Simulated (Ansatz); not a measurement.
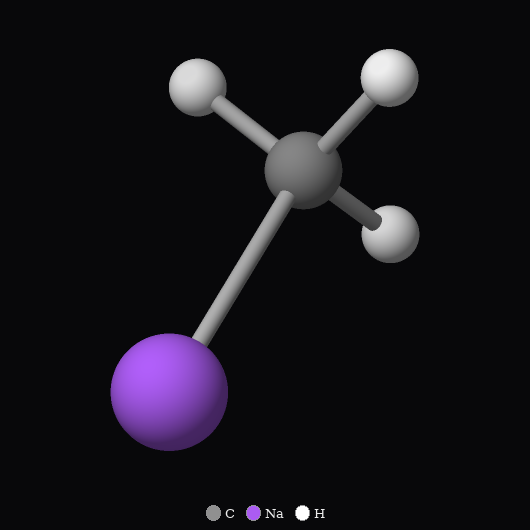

Describe the molecule.

The molecule is CH₃Na. As SMILES it reads `[CH3][Na]`. This geometry has C3v symmetry. Coordination: 1 C tetrahedral.

The parts below concern this one geometry. Atoms keep their numbers from picture to picture. The geometry was computed by an optimisation with PBE0-D4/def2-TZVP.

**Charges**

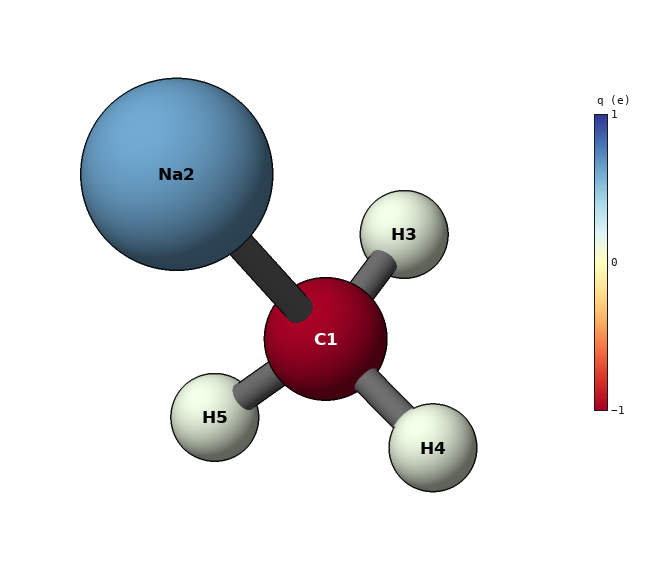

Atoms are coloured by their Mulliken charges. Level of theory: RKS PBE0-D4/def2-TZVP (Ansatz 0.2.0).

List the Mulliken charges.

```tsv
atom	value (e)
C1	−0.99
Na2	0.63
H3	0.12
H4	0.12
H5	0.12
```

**Electronic properties**

Properties computed with RKS ωB97X-V/def2-TZVPP (Ansatz 0.2.0).

Question: Give the HOMO–LUMO gap at this level.

Answer: 6.67 eV.

Question: Give the vertical ionisation energy at this level.

Answer: 6.59 eV.

Question: Give the HOMO energy (Kohn–Sham orbital) at this level.

Answer: −6.72 eV.

**Thermal motion**

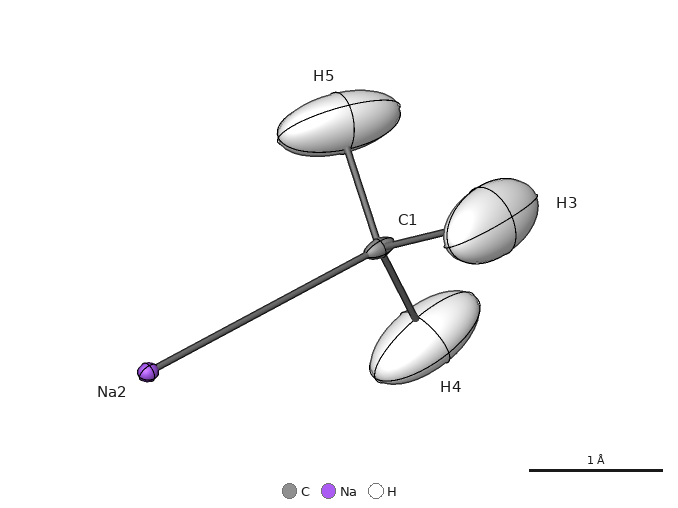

Displacement ellipsoids at the 50 % level, enlarged 2 times, from the internal vibrations of the free molecule (harmonic, no overall translation or rotation; no half-axis is drawn under 0.075 Å). Vibrations computed with RKS PBE0-D4/def2-TZVP (Ansatz 0.2.0). Temperature: 100 K.

Question: Which atom has the largest mean-square displacement?

Answer: H3, H4, H5, with U_eq = 0.0137 Å².

Question: Does H3 move more along its bond or across it?

Answer: Across it: the root-mean-square amplitude is 0.074 Å along the bond and up to 0.167 Å across, since bending and torsion are softer than stretching.

Give the displacement parameters, one line for each set of equivalent atoms.

| atom | U_eq (Å²) | rms amplitudes (Å) |
| --- | --- | --- |
| C1 | 0.00098 | 0.022, 0.022, 0.045 |
| Na2 | 0.00026 | 0.005, 0.005, 0.027 |
| H3, H4, H5 | 0.0137 | 0.072, 0.089, 0.167 |

**Vibrations**

Harmonic vibrations computed with RKS PBE0-D4/def2-TZVP (Ansatz 0.2.0) at a stationary point of the same level.

Question: List the wavenumbers.

Answer: 9 modes: 395, 436, 436, 995, 1435, 1435, 3015, 3108, 3108 cm⁻¹.

Mulliken values depend strongly on the basis set and can even reverse the polarity of a bond.
